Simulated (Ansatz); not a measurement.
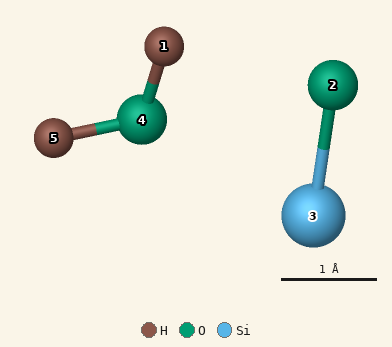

Figure 1. The starting structure (ball-and-stick view, seen at a tilt; atoms are numbered from 1 in the order of the input). Bond lengths as drawn: H–O 0.96 to 0.97 Å and O–Si 1.52 Å.

# SiH2O2: molecular dynamics

SiH2O2, set up with RKS PBE0-D4/def2-SVP (Ansatz 0.2.0).

### The input
```yaml
crystal:
  periodic: [false, false, false]
  atoms:
    - {symbol: H, position_ang: [-0.487793, 0.426093, -0.620253]}
    - {symbol: O, position_ang: [0.015273, -1.726342, -0.467511]}
    - {symbol: Si, position_ang: [0.509582, -1.237605, 0.887086]}
    - {symbol: O, position_ang: [-0.301286, 0.894819, 0.207952]}
    - {symbol: H, position_ang: [0.264323, 1.643135, -0.007275]}
basis:
  gaussian: {orbitals: def2-SVP}
hamiltonian: {xc: pbe0, dispersion: d4}
md: {n_steps: 30, timestep: 0.5, temperature: 700, ensemble: nvt_nose_hoover, seed: 211, dt: 10, initial_velocities: maxwell_boltzmann}
```

Hardware: 2 threads of Arm Neoverse V1, 23 GiB of memory available, shared host.

Launched with:
```bash
ansatz run in.yaml --threads 2 --pin off --events-out ev --progress --plain --max-ram 4352MiB
```

### The program's output
```
Error: YAML parse error: error: line 12 column 90: unknown field `dt`, expected one of timestep, n_steps, ensemble, temperature, temperature_schedule, friction, pressure, stress_2d, fix_cell, beads, quantum_up_to, nose_hoover, initial_velocities, initial_site_velocities, seed, constraints, density_extrapolation, masses
  --> <input>:12:66
   |
10 | …f2-SVP}
11 | …ispersion: d4}
12 | …p: 0.5, temperature: 700, ensemble: nvt_nose_hoover, seed: 211, dt: 10, initial_velocities: maxwell_boltzmann}
   |                                                                  ^ unknown field `dt`, expected one of timestep, n_steps, ensemble, temperature, temperature_schedule, friction, pressure, stress_2d, fix_cell, beads, quantum_up_to, nose_hoover, initial_velocities, initial_site_velocities, seed, constraints, density_extrapolation, masses
```

### Outcome

```json
{"quantity": "outcome", "value": "refused by the program"}
```

### What went wrong

The input was spoiled on purpose: misspelt key. The program refused the input: “YAML parse error: error: line 12 column 90: unknown field `dt`, expected one of timestep, n_steps, ensemble, temperature, temperature_schedule, friction, pressure, stress_2d, fix_cell, beads, quantum_up_to, nose_hoover, initial_velocities, initial_site_velocities, seed, constraints, density_extrapolation, masses --> …”
